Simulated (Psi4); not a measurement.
# AlH3O (AlH2(OH)): PBE/6-311G(d,p) (sweep point 6)

Aim: the vertical ionisation energy of AlH3O (AlH2(OH)) at PBE/6-311G** (sweep point 6), from 2 runs. 

The calculation is run with Psi4 1.11.

## 1. The system as given

AlH3O: 5 atoms, total charge 0, spin state singlet. As SMILES, `[H][Al]([H])[OH]`. The shape comes from GFN2-xTB, which is rough for such elements, and wasn't checked as a minimum.

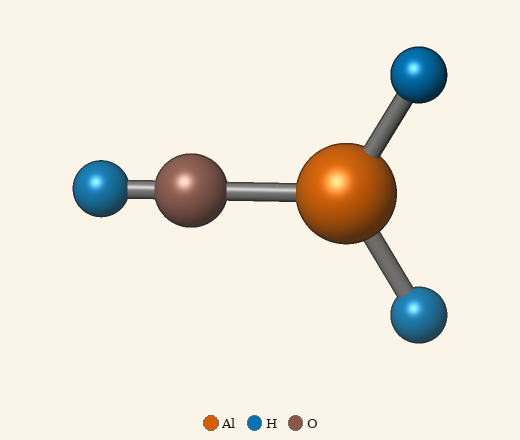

The structure, seen from a chosen angle (aluminium orange, hydrogen blue, oxygen brown).

## 2. A single-point energy at PBE/6-311G(d,p) (sweep point 6)

job.inp

```
memory 1600 mb

molecule molecule1 {
  0 1
  Al     0.271770     0.451120    -0.109270
  H      1.798980     0.417230    -0.221380
  H     -0.481020     1.769010    -0.311810
  O     -0.555450    -0.920030     0.226660
  H     -1.034280    -1.717330     0.415800
  units angstrom
  symmetry c1
}

set globals {
  basis                6-311G**
  puream               true
  scf_type             pk
  dft_radial_points    99
  dft_spherical_points 590
}

e_tot, wfn = energy("pbe", return_wfn=True)
```

On the command line:

```bash
$ psi4 -n 1 job.inp job.out
```

job.out:

```text
[...]
  Running in c1 symmetry.
[...]
  Nuclear repulsion =   53.319648554988760
[...]
  Multiplicity = 1
[...]
  Nalpha       = 12
  Nbeta        = 12
[...]
    Number of basis functions: 62
[...]
   @RKS iter   1:  -318.97662313389770   -2.10178e-01   1.48625e-02 DIIS/ADIIS
[...]
   @RKS iter   9:  -319.27938555644653   -3.56852e-09   2.69304e-07 DIIS
[...]
    Orbital Energies [Eh]
    ---------------------
    Doubly Occupied:
       1A    -55.348771     2A    -18.720518     3A     -3.914754
       4A     -2.522502     5A     -2.515850     6A     -2.512569
       7A     -0.886342     8A     -0.487744     9A     -0.330044
      10A     -0.290150    11A     -0.282091    12A     -0.238699
[...]
  @RKS Final Energy:  -319.27938555644653
   => Energetics <=
    Nuclear Repulsion Energy =             53.3196485549887598
    One-Electron Energy =                -549.0427109540969468
    Two-Electron Energy =                 204.6563040064197025
    DFT Exchange-Correlation Energy =     -28.2126271637580288
    Empirical Dispersion Energy =           0.0000000000000000
    VV10 Nonlocal Energy =                  0.0000000000000000
    Total Energy =                       -319.2793855564465275
[...]
 Multipole Moments:
 ------------------------------------------------------------------------------------
     Multipole            Electronic (a.u.)      Nuclear  (a.u.)        Total (a.u.)
 ------------------------------------------------------------------------------------
 L = 1.  Multiply by 2.5417464519 to convert [e a0] to [Debye]
 Dipole X            :         -0.3658491            0.0632259           -0.3026232
 Dipole Y            :         -0.6061891            0.1018853           -0.5043038
 Dipole Z            :          0.1498516           -0.0305793            0.1192723
 Magnitude           :                                                    0.6001075
[...]
```

Wall time 9.9 s (1 thread of AMD EPYC 7R43 (Zen 3), shared host); peak memory 0.63 GiB.

## 3. The doublet cation, same level

job.in

```
memory 1600 mb

molecule molecule1 {
  1 2
  Al     0.271770     0.451120    -0.109270
  H      1.798980     0.417230    -0.221380
  H     -0.481020     1.769010    -0.311810
  O     -0.555450    -0.920030     0.226660
  H     -1.034280    -1.717330     0.415800
  symmetry c1
}

set {
  basis 6-311G**
  reference uks
  puream true
  scf_type pk
  dft_radial_points 99
  dft_spherical_points 590
  maxiter 150
}

result, w = energy("pbe", return_wfn=True)
```

On the command line:

```bash
$ psi4 -i job.in -o job.out -n 1
```

job.out:

```text
[...]
  Running in c1 symmetry.
[...]
  Nuclear repulsion =   53.319648554988760
[...]
  Multiplicity = 2
[...]
  Nalpha       = 12
  Nbeta        = 11
[...]
    Number of basis functions: 62
[...]
   @UKS iter   1:  -318.63171472317646    1.34730e-01   1.42267e-02 ADIIS/DIIS
[...]
   @UKS iter  11:  -318.91123193142192   -7.13375e-08   2.77106e-07 DIIS
[...]
   @S^2 Observed:                7.562961424E-01
[...]
    Orbital Energies [Eh]
    ---------------------
    Alpha Occupied:
       1A    -55.642678     2A    -19.018955     3A     -4.207471
       4A     -2.813649     5A     -2.808083     6A     -2.807713
       7A     -1.170704     8A     -0.761464     9A     -0.628304
      10A     -0.588061    11A     -0.552695    12A     -0.545828
    Alpha Virtual:
      13A     -0.285055    14A     -0.238195    15A     -0.192745
      16A     -0.126270    17A     -0.118070    18A     -0.094238
      19A     -0.089279    20A     -0.066620    21A     -0.022264
      22A      0.122846    23A      0.133430    24A      0.138624
      25A      0.212372    26A      0.215457    27A      0.330587
[...]
  @UKS Final Energy:  -318.91123193142192
   => Energetics <=
    Nuclear Repulsion Energy =             53.3196485549887598
    One-Electron Energy =                -542.1947728020800241
    Two-Electron Energy =                 197.8572272702478472
    DFT Exchange-Correlation Energy =     -27.8933349545785134
    Empirical Dispersion Energy =           0.0000000000000000
    VV10 Nonlocal Energy =                  0.0000000000000000
    Total Energy =                       -318.9112319314219235
[...]
 Multipole Moments:
 ------------------------------------------------------------------------------------
     Multipole            Electronic (a.u.)      Nuclear  (a.u.)        Total (a.u.)
 ------------------------------------------------------------------------------------
 L = 1.  Multiply by 2.5417464519 to convert [e a0] to [Debye]
 Dipole X            :          0.1393398            0.0632259            0.2025657
 Dipole Y            :          0.2298647            0.1018853            0.3317500
 Dipole Z            :         -0.0553926           -0.0305793           -0.0859719
 Magnitude           :                                                    0.3980981
[...]
```

Wall time 13 s (1 thread of AMD EPYC 7R43 (Zen 3), shared host); peak memory 0.64 GiB.

## 4. Outcome

Level: PBE/6-311G** (sweep point 6).

| quantity | value |
| --- | --- |
| singlet AlH3O: total energy | -319.27939 Eh |
| singlet AlH3O: dipole moment | 1.53 D |
| singlet AlH3O: HOMO energy | -6.50 eV |
| singlet AlH3O: LUMO energy | -1.42 eV |
| singlet AlH3O: HOMO–LUMO gap | 5.08 eV |
| doublet cation: total energy | -318.91123 Eh |
| doublet cation: HOMO energy (highest over α and β) | -14.83 eV |
| doublet cation: LUMO energy (lowest over α and β) | -13.57 eV |
| doublet cation: ⟨S²⟩ | 0.756 |
| vertical ionisation energy (to the doublet cation) | 10.018 eV |

What this shows: Removing an electron at fixed nuclei costs 10.02 eV (967 kJ/mol). The negative HOMO energy of the first species, 6.50 eV, lies 3.52 eV below that difference.
